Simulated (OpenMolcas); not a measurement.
# Run report: Ti³⁺ complex, multiconfigurational calculation

Ti³⁺ with 6 ligands (F; octahedron, 1.98 Å), neutralised by 6 outer point charges of +0.5 e, whose field is part of the energies. Computed at this level: state-averaged CASSCF, active space 1 electron in the shell 3d, basis ANO-RCC-VDZP on the metal and ANO-RCC-VDZP on the ligands, DKH2 scalar Hamiltonian, spin-orbit coupling by RASSI with atomic mean-field integrals (OpenMolcas).

## Log (extracts)
```
--- SEWARD ---
Basis set label: TI.ANO-RCC...5S4P2D1F.

      Electronic valence basis set:
      ------------------
      Associated Effective Charge  22.000000 au
      Associated Actual Charge     22.000000 au
      Nuclear Model: Point charge

      Shell  nPrim  nBasis  Cartesian Spherical Contaminant
         s      21       5        X
         p      15       4        X
         d      10       2                 X
         f       6       1                 X
                  Relativistic Douglas-Kroll-Hess integrals:
                    - DKH order of Hamiltonian: 2
                    - DKH order of Properties : 0
                  Atomic mean-field integrals
--- RASSCF ---
Wave function specifications:
      -----------------------------

      Number of closed shell electrons          78
      Number of electrons in active shells       1
      Max number of holes in RAS1 space          0
      Max nr of electrons in RAS3 space          0
      Number of inactive orbitals               39
      Number of active orbitals                  5
      Number of secondary orbitals              74
      Spin quantum number                      0.5
      State symmetry                             1
Orbital specifications:
      -----------------------

      Symmetry species                           1   2
                                                ag  au
      Frozen orbitals                            0   0
      Inactive orbitals                         18  21
      Active orbitals                            5   0
      RAS1 orbitals                              0   0
      RAS2 orbitals                              5   0
      RAS3 orbitals                              0   0
      Secondary orbitals                        34  40
      Deleted orbitals                           0   0
      Number of basis functions                 57  61
      Number of CSFs                             5
      Number of root(s) required                 5
      Iter CI   SX   CI       RASSCF       Energy    max ROT     max BLB   max BLB  Level Ln srch  Step   QN
          iter iter root      energy       change     param      element    value   shift minimum  type update
 Nr of preliminary CI iterations:   1
      Total energies have been shifted. Add                -1000.00 au
        1   1   10    0  -450.37756754    0.00E+00  -1.05E-01*  11  38 2 -3.25E-01*  0.71   0.00    SX    NO
        2   1   10    0  -451.18200851   -8.04E-01* -4.77E-02   18  21 1  1.25E-01*  0.84   0.00    SX    NO
        3   1    9    0  -451.24046235   -5.85E-02* -2.04E-02   18  21 1  6.35E-02*  0.90   0.00    SX    NO
        4   1    9    0  -451.25232918   -1.19E-02* -1.17E-02   18  21 1  3.71E-02*  0.92   0.00    SX    NO
        5   1    9    0  -451.25591834   -3.59E-03* -1.42E-02   18  21 1  2.15E-02*  0.92   2.30    LS   YES
        6   1    8    0  -451.25760979   -1.69E-03*  4.10E-03   15  49 1 -3.75E-03*  0.93   1.07    QN   YES
        7   1    8    0  -451.25775743   -1.48E-04*  2.92E-03   15  49 1 -2.20E-03*  0.93   1.72    LS   YES
        8   1    8    0  -451.25778863   -3.12E-05* -9.44E-04    5  33 2 -2.17E-03*  0.93   1.01    QN   YES
        9   1    7    0  -451.25780304   -1.44E-05* -3.99E-04    9  32 2 -5.57E-04*  0.93   1.39    QN   YES
       10   1    6    0  -451.25780620   -3.16E-06* -1.57E-04    4  32 2  2.59E-04*  0.93   1.31    QN   YES
       11   1    6    0  -451.25780683   -6.34E-07* -1.18E-04    6  34 2  1.59E-04*  0.93   1.36    QN   YES
       12   1    6    0  -451.25780695   -1.22E-07*  6.37E-05    6  30 1 -3.78E-05   0.93   1.21    QN   YES
       13   1    5    0  -451.25780697   -1.78E-08*  1.98E-05   15  49 1 -1.38E-05   0.93   1.11    QN   YES
       14   1    4    0  -451.25780697   -1.77E-09   1.55E-06    6  34 2 -5.18E-06   0.93   1.19    QN   YES
      Convergence after 14 iterations
       15   1    4    0  -451.25780697   -1.68E-10   1.55E-06    9  22 2  1.45E-06   0.93   1.19    QN   YES
      Natural orbitals and occupation numbers for root  1
      sym 1:   0.000000   1.000000   0.000000   0.000000  -0.000000
      Natural orbitals and occupation numbers for root  2
      sym 1:  -0.000000   0.000000  -0.000000   1.000000  -0.000000
      Natural orbitals and occupation numbers for root  3
      sym 1:   1.000000  -0.000000  -0.000000   0.000000  -0.000000
::    RASSCF root number  1 Total energy:  -1451.28571208
::    RASSCF root number  2 Total energy:  -1451.28571208
::    RASSCF root number  3 Total energy:  -1451.28571208
::    RASSCF root number  4 Total energy:  -1451.21594931
::    RASSCF root number  5 Total energy:  -1451.21594931
--- RASSI ---
SPIN-FREE ENERGIES:
  (Shifted by EMIN (a.u.) =      -1451.2857120815)

 SF State       Relative EMIN(au)   Rel lowest level(eV)    D:o, cm**(-1)

     1             0.0000000000        0.0000000000              0.0000
     2             0.0000000000        0.0000000000              0.0000
     3             0.0000000000        0.0000000000              0.0000
     4             0.0697627702        1.8983416842          15311.1583
     5             0.0697627702        1.8983416842          15311.1583
     Dipole printing threshold changed to   1.00000000E+00
Eigenvalues of complex Hamiltonian:
   -----------------------------------
  (Shifted by EMIN (a.u.) =      -1451.2857120815)

 SO State       Relative EMIN(au)   Rel lowest level(eV)    D:o, cm**(-1)

     1            -0.0003379305        0.0000000000              0.0000
     2            -0.0003379305        0.0000000000              0.0000
     3            -0.0003379305        0.0000000000              0.0000
     4            -0.0003379305        0.0000000000              0.0000
     5             0.0006590638        0.0271295975            218.8150
     6             0.0006590638        0.0271295975            218.8150
     7             0.0697711688        1.9077657822          15387.1687
     8             0.0697711688        1.9077657822          15387.1687
     9             0.0697711688        1.9077657822          15387.1687
    10             0.0697711688        1.9077657822          15387.1687
Weights of the five most important spin-orbit-free states for each spin-orbit state.

 SO State  Total energy (au)           Spin-free states, spin, and weights
 -------------------------------------------------------------------------------------------------------
    1        -0.000338       3 0.5  0.6666    2 0.5  0.1667    1 0.5  0.1666    5 0.5  0.0001    4 0.5  0.0000
    2        -0.000338       3 0.5  0.6666    2 0.5  0.1667    1 0.5  0.1666    5 0.5  0.0001    4 0.5  0.0000
    3        -0.000338       1 0.5  0.5000    2 0.5  0.4999    4 0.5  0.0001    5 0.5  0.0000    3 0.5  0.0000
    4        -0.000338       1 0.5  0.5000    2 0.5  0.4999    4 0.5  0.0001    5 0.5  0.0000    3 0.5  0.0000
    5         0.000659       1 0.5  0.3333    2 0.5  0.3333    3 0.5  0.3333    5 0.5  0.0000    4 0.5  0.0000
    6         0.000659       1 0.5  0.3333    2 0.5  0.3333    3 0.5  0.3333    5 0.5  0.0000    4 0.5  0.0000
    7         0.069771       5 0.5  0.9999    3 0.5  0.0001    2 0.5  0.0000    1 0.5  0.0000    4 0.5  0.0000
    8         0.069771       5 0.5  0.9999    3 0.5  0.0001    2 0.5  0.0000    1 0.5  0.0000    4 0.5  0.0000
    9         0.069771       4 0.5  0.9999    1 0.5  0.0001    2 0.5  0.0000    3 0.5  0.0000    5 0.5  0.0000
   10         0.069771       4 0.5  0.9999    1 0.5  0.0001    2 0.5  0.0000    3 0.5  0.0000    5 0.5  0.0000
 -------------------------------------------------------------------------------------------------------
```

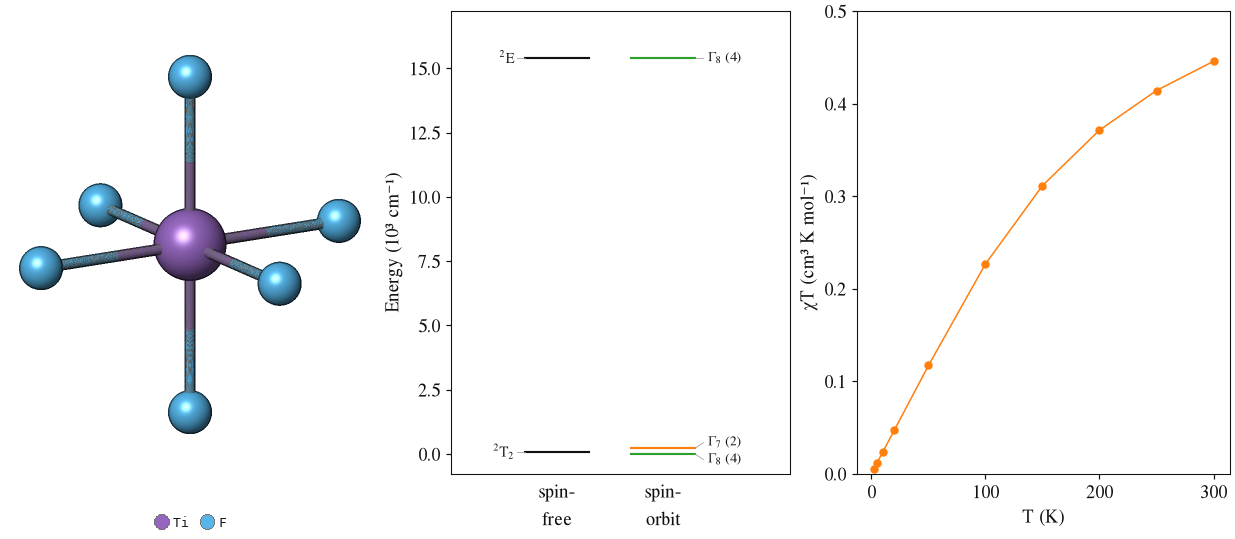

Fig. 1: Ti³⁺ (3d) with 6 ligands, F⁻, at 1.98 Å (arrangement: octahedron, Oh), neutralised by outer point charges of +0.5 e, and its levels and susceptibility. Labels give the representation in O, Td, D4 or D3 as the site allows (double group for half-integer spin) where it could be assigned and, in brackets, the degeneracy; spin-free states, where drawn, share the zero of the spin-orbit levels. Powder susceptibility by Van Vleck's formula. The ground level is Γ₈, 4-fold degenerate, 100 % from states of spin multiplicity 2. The next level lies at 219 cm⁻¹ (Γ₇). The lowest spin-free state is ²T₂; of the same spin there follows at 15,300 cm⁻¹ (²E) above it. A ligand-field fit to the spin-free states gives |10Dq| = 15,300 cm⁻¹. χT is close to 0 cm³ K mol⁻¹ at 2 K and 0.446 at 300 K, an effective moment of 1.89 μB. The active orbitals hold 89 to 96 % metal character (Löwdin), and the Mulliken charge of the metal is +2.22.

## Input
```
&GATEWAY
Coord
7

Ti 0.0 0.0 0.0
F 1.980000 0.000000 0.000000
F 0.000000 1.980000 0.000000
F -1.980000 0.000000 0.000000
F 0.000000 -1.980000 0.000000
F 0.000000 0.000000 1.980000
F 0.000000 0.000000 -1.980000
Basis=Ti.ANO-RCC-VDZP,F.ANO-RCC-VDZP
Group=XYZ
NoMove
AngMom=0.0 0.0 0.0
AMFI
RICD
XField
3 Angstrom 0
4.580000 0.000000 0.000000 0.500000
0.000000 4.580000 0.000000 0.500000
0.000000 0.000000 4.580000 0.500000
&SEWARD
&RASSCF
FileOrb=start.orb
Symmetry=1
Spin=2
nActEl=1 0 0
Inactive=18 21
Ras2=5 0
CIRoot=5 5 1
SDav=5
CIMx=300
Iter=150 100
PrWF=0.3
OrbListing=Nothing
MaxOrb=0
LevShft=1.0
>>> COPY $Project.JobIph JOB001
&RASSI
NrOfJobIphs=1 5
1 2 3 4 5
IphNames
JOB001
EJob
SpinOrbit
DIPRint=1.0
SOCoupling=1000.0
Subsets=2
Property=9
'ANGMOM' 1 'ANGMOM' 2 'ANGMOM' 3 'MLTPL  1' 1 'MLTPL  1' 2 'MLTPL  1' 3
'AMFI' 1 'AMFI' 2 'AMFI' 3
SOProperty=3
'ANGMOM' 1 'ANGMOM' 2 'ANGMOM' 3
```

The file start.orb holds starting orbitals from an earlier step. A driver script formed the levels outside the program, from RASSI's spin-orbit matrix and the active-space energies, averaged over the components of each term or state.

Launched with:
```bash
OMP_NUM_THREADS=1 MOLCAS_MEM=2457 MOLCAS_PROJECT=a pymolcas a.inp > a.log  # once for each step of the input, in one work folder
```

## Key numbers

```tsv
quantity	value
outcome	converged
energy of the lowest spin-free term	−1451.28571 hartree
energy of the lowest spin-orbit level	−1451.28605 hartree
largest spread among components of a term	0.0 cm⁻¹
hardware	1 thread of AMD EPYC (Zen 5), 16 GiB of memory available, shared host
wall time	3.1 s
```

## Remarks

To bear in mind: distances are set from ionic radii, not optimised.
